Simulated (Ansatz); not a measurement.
**Molecular dynamics of MgH20Cl2O10 (part 1 of 2)**

- system: MgH20Cl2O10 (disordered cell, 33 atoms in the cell)
- method: DFT PBE-D3(BJ), scalar-relativistic, plane waves, PAW, no spin polarisation (Ansatz 0.2.0)

It belongs to a series of runs on one base structure; here: dynamics from the start.

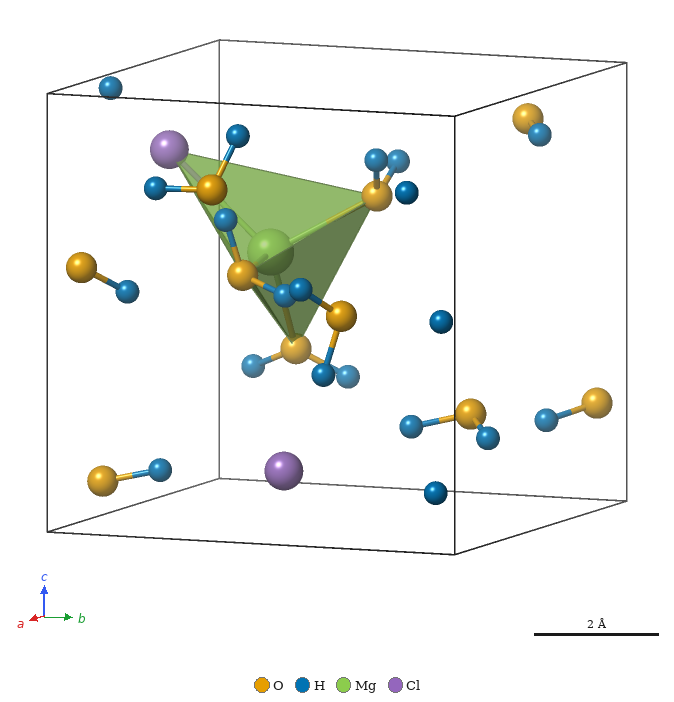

Figure 1. The starting structure (polyhedral view of the cell of the calculation, seen slightly off an axis; polyhedra are completed across the faces of the cell).

Results in brief:

```csv
quantity,value
outcome,finished
mean temperature over the second half,313 K
trajectory,"270 steps, 135 fs"
ensemble,nvt_langevin
temperature in the input,300.0 K
time step,0.5 fs
electrons treated,104
potential energy (free energy of the electrons) (last step),−10085.5106 eV
Fermi energy (last step),0.580 eV
largest force (length of the vector) (last step),2.594 eV/Å
hardware,"1 thread of Arm Neoverse V2, 24 GiB of memory available, shared host"
wall time,7.7 min
peak memory,0.45 GiB
```

Notes:

The k-point mesh is coarse for a cell of this size, so the results may not be converged. So short a trajectory is not equilibrated. The logged temperature at the start can lie below the typed one, since it is counted over all degrees of freedom.

Input:
```yaml
crystal:
  lattice:
    - [7.15309, 0.0, 0.0]
    - [0.0, 7.15309, 0.0]
    - [0.0, 0.0, 7.15309]
  atoms:
    - { symbol: O, position: [0.19921833, 0.27221818, 0.33432206] }
    - { symbol: H, position: [0.14081053, 0.37512803, 0.26843658] }
    - { symbol: H, position: [0.14242817, 0.14314534, 0.2811562] }
    - { symbol: O, position: [0.0854574, 0.96279096, 0.23194028] }
    - { symbol: H, position: [-0.0128922, 0.94827698, 0.13623471] }
    - { symbol: H, position: [0.19652841, 0.88577143, 0.20245694] }
    - { symbol: O, position: [0.72445303, 0.02007615, 0.08342958] }
    - { symbol: H, position: [0.71007697, 0.15475087, 0.11375019] }
    - { symbol: H, position: [0.64736188, 0.00660215, -0.03027902] }
    - { symbol: O, position: [0.79528405, 0.63568346, 0.49998898] }
    - { symbol: H, position: [0.81665509, 0.60052188, 0.36690141] }
    - { symbol: H, position: [0.89839059, 0.57938895, 0.57020071] }
    - { symbol: O, position: [0.61391757, 0.31660005, 0.55477021] }
    - { symbol: H, position: [0.66695497, 0.4433642, 0.52109049] }
    - { symbol: H, position: [0.65208987, 0.29129058, 0.6842182] }
    - { symbol: O, position: [0.42664503, 0.79737591, 0.24007214] }
    - { symbol: H, position: [0.52832566, 0.88264372, 0.20181767] }
    - { symbol: H, position: [0.48182107, 0.67483123, 0.21177723] }
    - { symbol: O, position: [0.28753594, 0.50838902, 0.70554108] }
    - { symbol: H, position: [0.38002322, 0.54575906, 0.80044499] }
    - { symbol: H, position: [0.16323657, 0.50735119, 0.76940576] }
    - { symbol: O, position: [0.03602649, 0.7727509, 0.86464332] }
    - { symbol: H, position: [0.14986143, 0.84982041, 0.84593994] }
    - { symbol: H, position: [-0.05714358, 0.8584718, 0.81133013] }
    - { symbol: O, position: [0.91444531, 0.04815529, 0.59516821] }
    - { symbol: H, position: [0.81704787, 0.11970481, 0.53193535] }
    - { symbol: H, position: [0.92255613, -0.06529448, 0.51818802] }
    - { symbol: O, position: [0.95150503, 0.38374675, 0.79444621] }
    - { symbol: H, position: [0.9547924, 0.24747965, 0.79119021] }
    - { symbol: H, position: [0.88267868, 0.41856238, 0.91040431] }
    - { symbol: Mg, position: [0.33434408, 0.26712505, 0.57097701] }
    - { symbol: Cl, position: [0.38025341, 0.03793856, 0.79839433] }
    - { symbol: Cl, position: [0.69656019, 0.45278294, 0.12552189] }
basis:
  ecutwfc: 420.0
kpoints:
  mp_grid: { grid: [1, 1, 1] }
hamiltonian:
  xc: pbe
  dispersion: d3bj
scf:
  occupations: { method: fermi_dirac, width: 0.02 }
  lower_state_search: "off"
md:
  timestep: 0.5
  n_steps: 270
  ensemble: nvt_langevin
  temperature: 300.0
  initial_velocities: maxwell_boltzmann
  seed: 388727
  friction: 0.02
```

Command:
```bash
ansatz run input.yaml --threads 1 --pin off --max-ram 3072MiB --backend cpu --events-out ev --progress --plain --runs-dir out
```

What the program printed:
```
Warning: md: disabling space-group detection — thermal motion breaks the input geometry's symmetry, so no spatial operation reduces the k-mesh or symmetrises the density; time reversal is kept, so that k and −k are solved as one point where they differ and the mesh holds both, and exact exchange and, on two spinor components, a DFT+U term hold to it where the run has them: on two components no moment then forms, and a state that bears one, which a typed moment (crystal.atoms[].spin; refused beside efield: under a hybrid functional) reaches, can lie lower, under hf by electronvolts; crystal.symmetry.detect: false (a key that needs symmetry detection or time reversal refuses this as the deck is read) with time_reversal: false beside it drops time reversal too
Engine: ansatz 0.2.0, aarch64-unknown-linux-gnu
Pseudopotentials: kind: paw
Pseudopotential: O, paw, valence charge 6, recommended cutoff 420 eV (normal), O.paw.azcp
Pseudopotential: H, paw, valence charge 1, recommended cutoff 420 eV (normal), H.paw.azcp
Pseudopotential: Mg, paw, valence charge 10, recommended cutoff 420 eV (normal), Mg.paw.azcp
Pseudopotential: Cl, paw, valence charge 7, recommended cutoff 420 eV (normal), Cl.paw.azcp
Functional definition: PBE
  parameter kappa = 0.804
  parameter beta = 0.06672455060314922
  exchange = pbe_x(kappa = kappa, mu = beta*pi^2/3)
  correlation = pbe_c(beta = beta)
Crystal: 33 atoms, lattice volume = 366.000 Å³
Basis set: ecut = 420 eV, 7123 PW (Γ), exchange–correlation on 96×96×96 points (8 copies of the dense FFT grid, shifted against one another)
Bands: 85, of which v1, the nominal top of the filled ones, is band 52 counted from 1 (51 counted from 0)
Symmetry: 1 space group operations
k-points: 1
Non-local potential: O, projectors of the file, l = 0: 2, l = 1: 2, l = 2: 1
Non-local potential: H, projectors of the file, l = 0: 2, l = 1: 1
Non-local potential: Mg, projectors of the file, l = 0: 3, l = 1: 2, l = 2: 1
Non-local potential: Cl, projectors of the file, l = 0: 2, l = 1: 2, l = 2: 2
PAW form: soft (Blöchl's): semilocal exchange-correlation on the pseudo side does not see the compensation charge
PAW one-centre angular grid: O, 110 points (default); XC on 64 Gauss nodes
PAW one-centre angular grid: H, 110 points (default); XC on 64 Gauss nodes
PAW one-centre angular grid: Mg, 110 points (default); XC on 64 Gauss nodes
PAW one-centre angular grid: Cl, 110 points (default); XC on 64 Gauss nodes
Initial density: superposition of atomic densities (neutral atoms: chi_scale 0, normalization atom), corrected by the library's trained network
Initial wavefunctions: pseudopotential atomic-orbital guess
Functional: x = pbe(κ = 0.804, μ = 0.2195149727645171), c = pbe(β = 0.06672455060314922)
SCF iter   1: F=—  HF=-10085.591092 eV  |F-HF|=—  |Δ(HF+E_count)|=         —  Δρ=2.90e-3  dr2=3.77e-2  ethr=1.77e-3  ⟨swp⟩=6.0  Hψ=388  notcnv=0  defer=11
preconditioner: auto → Resta (q_TF=auto, 2.212 Å⁻¹)  ε∞=2.3  [insulator: Δε(μ)=4.341 eV  Ē_g=16.885 eV  σ=0.020 eV  W_gap=1.00  n_scr=80 (ndim 8)  ℏωp=19.0 eV  f_vac=0.228  D(μ)=0.00/eV (n_scr^D=0)  ε∞_Penn≈2.3]
SCF iter   2: F=—  HF=-10085.575571 eV  |F-HF|=—  |Δ(HF+E_count)|=   1.55e-2  Δρ=1.31e-3  dr2=6.31e-3  ethr=3.63e-5  ⟨swp⟩=2.0  Hψ=135  notcnv=0  defer=26
SCF iter   3: F=—  HF=-10085.571743 eV  |F-HF|=—  |Δ(HF+E_count)|=   3.83e-3  Δρ=5.07e-4  dr2=1.61e-3  ethr=6.07e-6  ⟨swp⟩=2.0  Hψ=102  notcnv=0  defer=26
SCF iter   4: F=—  HF=-10085.571256 eV  |F-HF|=—  |Δ(HF+E_count)|=   4.87e-4  Δρ=1.86e-4  dr2=1.26e-4  ethr=1.55e-6  ⟨swp⟩=2.0  Hψ=102  notcnv=0  defer=26
SCF iter   5: F=—  HF=-10085.571286 eV  |F-HF|=—  |Δ(HF+E_count)|=   3.04e-5  Δρ=7.05e-5  dr2=1.41e-5  ethr=1.21e-7  ⟨swp⟩=2.0  Hψ=106  notcnv=0  defer=26
SCF iter   6: F=—  HF=-10085.571305 eV  |F-HF|=—  |Δ(HF+E_count)|=   1.90e-5  Δρ=3.02e-5  dr2=2.48e-6  ethr=1.36e-8  ⟨swp⟩=2.0  Hψ=107  notcnv=0  defer=26
SCF iter   7: F=—  HF=-10085.571305 eV  |F-HF|=—  |Δ(HF+E_count)|=   1.27e-7  Δρ=7.51e-6  dr2=1.75e-7  ethr=2.38e-9  ⟨swp⟩=2.0  Hψ=107  notcnv=0  defer=26
SCF iter   8: F=-10085.571305 eV  HF=-10085.571305 eV  |F-HF|=4.50e-9  |Δ(HF+E_count)|=   1.13e-7  Δρ=2.40e-6  dr2=1.80e-8  ethr=3.17e-11  ⟨swp⟩=5.0  Hψ=268  notcnv=0
SCF 1 converged in 8 iterations: F = -10085.571305 eV  dr2 = 1.80e-8
  greatest PAW one-centre occupation: 1.000 electrons in one spin orbital (limit 2), on the Mg atom at site 30 (counted from 0), in its partial waves of l = 0
md step     0: t =     0.00 fs  T =   290.9 K  F+E_penalty+E_count = -10085.57130544 eV  E_kin = 1.240896 eV  (8 SCF iters)
Initial density: handed on by an earlier stage of this run
Initial wavefunctions: those handed on with the density
iter 1 solved again at ethr=1.54e-5 eV; its pass at ethr=3.10e-3 eV (dr2=1.60e-2 eV) is discarded
SCF iter   1: F=—  HF=-10085.523224 eV  |F-HF|=—  |Δ(HF+E_count)|=         —  Δρ=2.98e-3  dr2=1.70e-2  ethr=1.54e-5  ⟨swp⟩=5.0  Hψ=387  notcnv=0
preconditioner: auto → Resta (q_TF=auto, 2.212 Å⁻¹)  ε∞=2.3  [insulator: Δε(μ)=4.312 eV  Ē_g=16.835 eV  σ=0.020 eV  W_gap=1.00  n_scr=80 (ndim 8)  ℏωp=19.0 eV  f_vac=0.232  D(μ)=0.00/eV (n_scr^D=0)  ε∞_Penn≈2.3]
SCF iter   2: F=—  HF=-10085.520205 eV  |F-HF|=—  |Δ(HF+E_count)|=   3.02e-3  Δρ=1.24e-3  dr2=2.13e-3  ethr=1.54e-5  ⟨swp⟩=3.0  Hψ=163  notcnv=0
SCF iter   3: F=—  HF=-10085.520087 eV  |F-HF|=—  |Δ(HF+E_count)|=   1.18e-4  Δρ=5.77e-4  dr2=4.61e-4  ethr=2.05e-6  ⟨swp⟩=2.0  Hψ=112  notcnv=0
SCF iter   4: F=—  HF=-10085.520154 eV  |F-HF|=—  |Δ(HF+E_count)|=   6.67e-5  Δρ=7.13e-5  dr2=1.89e-5  ethr=4.43e-7  ⟨swp⟩=3.0  Hψ=136  notcnv=0
SCF iter   5: F=—  HF=-10085.520142 eV  |F-HF|=—  |Δ(HF+E_count)|=   1.12e-5  Δρ=4.65e-5  dr2=6.57e-6  ethr=1.82e-8  ⟨swp⟩=2.0  Hψ=133  notcnv=0
SCF iter   6: F=—  HF=-10085.520142 eV  |F-HF|=—  |Δ(HF+E_count)|=   7.31e-7  Δρ=1.04e-5  dr2=3.59e-7  ethr=6.31e-9  ⟨swp⟩=2.0  Hψ=124  notcnv=0
SCF iter   7: F=—  HF=-10085.520142 eV  |F-HF|=—  |Δ(HF+E_count)|=   1.85e-7  Δρ=4.28e-6  dr2=4.89e-8  ethr=3.46e-10  ⟨swp⟩=2.0  Hψ=120  notcnv=0
SCF iter   8: F=-10085.520142 eV  HF=-10085.520142 eV  |F-HF|=2.22e-10  |Δ(HF+E_count)|=   2.83e-9  Δρ=1.35e-6  dr2=5.09e-9  ethr=3.17e-11  ⟨swp⟩=4.0  Hψ=241  notcnv=0
SCF 2 converged in 8 iterations: F = -10085.520142 eV  dr2 = 5.09e-9
md step     1: t =     0.50 fs  T =   289.2 K  F+E_penalty+E_count = -10085.52014179 eV  E_kin = 1.233518 eV  (8 SCF iters)
[... from here on the SCF iterations and repeated set-up lines of each step are left out, up to the last step ...]
md step     2: t =     1.00 fs  T =   263.0 K  F+E_penalty+E_count = -10085.41366181 eV  E_kin = 1.121670 eV  (8 SCF iters)
md step     3: t =     1.50 fs  T =   234.8 K  F+E_penalty+E_count = -10085.29702231 eV  E_kin = 1.001631 eV  (8 SCF iters)
md step     4: t =     2.00 fs  T =   208.1 K  F+E_penalty+E_count = -10085.20463847 eV  E_kin = 0.887691 eV  (7 SCF iters)
md step     5: t =     2.50 fs  T =   200.4 K  F+E_penalty+E_count = -10085.15964630 eV  E_kin = 0.854992 eV  (6 SCF iters)
md step     6: t =     3.00 fs  T =   198.8 K  F+E_penalty+E_count = -10085.17337136 eV  E_kin = 0.848164 eV  (6 SCF iters)
md step     7: t =     3.50 fs  T =   212.4 K  F+E_penalty+E_count = -10085.23537695 eV  E_kin = 0.906111 eV  (6 SCF iters)
md step     8: t =     4.00 fs  T =   215.5 K  F+E_penalty+E_count = -10085.31125477 eV  E_kin = 0.919378 eV  (6 SCF iters)
md step     9: t =     4.50 fs  T =   230.5 K  F+E_penalty+E_count = -10085.36372530 eV  E_kin = 0.983247 eV  (6 SCF iters)
md step    10: t =     5.00 fs  T =   233.3 K  F+E_penalty+E_count = -10085.36742756 eV  E_kin = 0.995037 eV  (8 SCF iters)
md step    11: t =     5.50 fs  T =   212.6 K  F+E_penalty+E_count = -10085.31706891 eV  E_kin = 0.906807 eV  (6 SCF iters)
md step    12: t =     6.00 fs  T =   191.9 K  F+E_penalty+E_count = -10085.22904332 eV  E_kin = 0.818403 eV  (6 SCF iters)
md step    13: t =     6.50 fs  T =   176.0 K  F+E_penalty+E_count = -10085.12571972 eV  E_kin = 0.750569 eV  (6 SCF iters)
md step    14: t =     7.00 fs  T =   165.3 K  F+E_penalty+E_count = -10085.04993389 eV  E_kin = 0.705043 eV  (6 SCF iters)
md step    15: t =     7.50 fs  T =   166.6 K  F+E_penalty+E_count = -10085.03197086 eV  E_kin = 0.710691 eV  (6 SCF iters)
md step    16: t =     8.00 fs  T =   181.1 K  F+E_penalty+E_count = -10085.05884458 eV  E_kin = 0.772579 eV  (6 SCF iters)
md step    17: t =     8.50 fs  T =   192.6 K  F+E_penalty+E_count = -10085.10318837 eV  E_kin = 0.821749 eV  (5 SCF iters)
md step    18: t =     9.00 fs  T =   212.1 K  F+E_penalty+E_count = -10085.13951047 eV  E_kin = 0.904876 eV  (6 SCF iters)
md step    19: t =     9.50 fs  T =   226.7 K  F+E_penalty+E_count = -10085.14342757 eV  E_kin = 0.967109 eV  (6 SCF iters)
md step    20: t =    10.00 fs  T =   212.3 K  F+E_penalty+E_count = -10085.10397406 eV  E_kin = 0.905502 eV  (7 SCF iters)
md step    21: t =    10.50 fs  T =   198.4 K  F+E_penalty+E_count = -10085.03061643 eV  E_kin = 0.846463 eV  (6 SCF iters)
md step    22: t =    11.00 fs  T =   172.1 K  F+E_penalty+E_count = -10084.94989254 eV  E_kin = 0.734273 eV  (6 SCF iters)
md step    23: t =    11.50 fs  T =   168.9 K  F+E_penalty+E_count = -10084.88812666 eV  E_kin = 0.720340 eV  (6 SCF iters)
md step    24: t =    12.00 fs  T =   161.8 K  F+E_penalty+E_count = -10084.86061069 eV  E_kin = 0.690049 eV  (6 SCF iters)
md step    25: t =    12.50 fs  T =   162.7 K  F+E_penalty+E_count = -10084.88086546 eV  E_kin = 0.694175 eV  (6 SCF iters)
md step    26: t =    13.00 fs  T =   186.5 K  F+E_penalty+E_count = -10084.94017865 eV  E_kin = 0.795646 eV  (5 SCF iters)
md step    27: t =    13.50 fs  T =   201.0 K  F+E_penalty+E_count = -10085.00715497 eV  E_kin = 0.857500 eV  (6 SCF iters)
md step    28: t =    14.00 fs  T =   205.3 K  F+E_penalty+E_count = -10085.05056047 eV  E_kin = 0.875532 eV  (6 SCF iters)
md step    29: t =    14.50 fs  T =   217.3 K  F+E_penalty+E_count = -10085.05910374 eV  E_kin = 0.926836 eV  (5 SCF iters)
md step    30: t =    15.00 fs  T =   210.8 K  F+E_penalty+E_count = -10085.03334894 eV  E_kin = 0.899099 eV  (7 SCF iters)
md step    31: t =    15.50 fs  T =   211.1 K  F+E_penalty+E_count = -10084.98457828 eV  E_kin = 0.900559 eV  (6 SCF iters)
md step    32: t =    16.00 fs  T =   198.0 K  F+E_penalty+E_count = -10084.92834672 eV  E_kin = 0.844558 eV  (6 SCF iters)
md step    33: t =    16.50 fs  T =   193.0 K  F+E_penalty+E_count = -10084.88692806 eV  E_kin = 0.823250 eV  (6 SCF iters)
md step    34: t =    17.00 fs  T =   192.9 K  F+E_penalty+E_count = -10084.88878833 eV  E_kin = 0.822818 eV  (6 SCF iters)
md step    35: t =    17.50 fs  T =   208.9 K  F+E_penalty+E_count = -10084.94093134 eV  E_kin = 0.891126 eV  (6 SCF iters)
md step    36: t =    18.00 fs  T =   241.6 K  F+E_penalty+E_count = -10085.02966224 eV  E_kin = 1.030678 eV  (6 SCF iters)
md step    37: t =    18.50 fs  T =   258.5 K  F+E_penalty+E_count = -10085.12104353 eV  E_kin = 1.102646 eV  (6 SCF iters)
md step    38: t =    19.00 fs  T =   288.9 K  F+E_penalty+E_count = -10085.18262995 eV  E_kin = 1.232311 eV  (6 SCF iters)
md step    39: t =    19.50 fs  T =   283.5 K  F+E_penalty+E_count = -10085.19323408 eV  E_kin = 1.209168 eV  (5 SCF iters)
md step    40: t =    20.00 fs  T =   283.7 K  F+E_penalty+E_count = -10085.15172023 eV  E_kin = 1.210020 eV  (7 SCF iters)
md step    41: t =    20.50 fs  T =   260.5 K  F+E_penalty+E_count = -10085.07798883 eV  E_kin = 1.111095 eV  (6 SCF iters)
md step    42: t =    21.00 fs  T =   234.1 K  F+E_penalty+E_count = -10085.00431155 eV  E_kin = 0.998471 eV  (6 SCF iters)
md step    43: t =    21.50 fs  T =   219.5 K  F+E_penalty+E_count = -10084.95940695 eV  E_kin = 0.936480 eV  (6 SCF iters)
md step    44: t =    22.00 fs  T =   238.4 K  F+E_penalty+E_count = -10084.95381527 eV  E_kin = 1.016926 eV  (6 SCF iters)
md step    45: t =    22.50 fs  T =   235.2 K  F+E_penalty+E_count = -10084.98739339 eV  E_kin = 1.003288 eV  (6 SCF iters)
md step    46: t =    23.00 fs  T =   250.0 K  F+E_penalty+E_count = -10085.04273683 eV  E_kin = 1.066556 eV  (6 SCF iters)
md step    47: t =    23.50 fs  T =   254.0 K  F+E_penalty+E_count = -10085.09034958 eV  E_kin = 1.083299 eV  (6 SCF iters)
md step    48: t =    24.00 fs  T =   269.5 K  F+E_penalty+E_count = -10085.11310268 eV  E_kin = 1.149680 eV  (6 SCF iters)
md step    49: t =    24.50 fs  T =   260.6 K  F+E_penalty+E_count = -10085.09408660 eV  E_kin = 1.111775 eV  (6 SCF iters)
md step    50: t =    25.00 fs  T =   251.0 K  F+E_penalty+E_count = -10085.03790851 eV  E_kin = 1.070659 eV  (7 SCF iters)
md step    51: t =    25.50 fs  T =   217.9 K  F+E_penalty+E_count = -10084.97301492 eV  E_kin = 0.929551 eV  (6 SCF iters)
md step    52: t =    26.00 fs  T =   190.9 K  F+E_penalty+E_count = -10084.92761147 eV  E_kin = 0.814196 eV  (6 SCF iters)
```
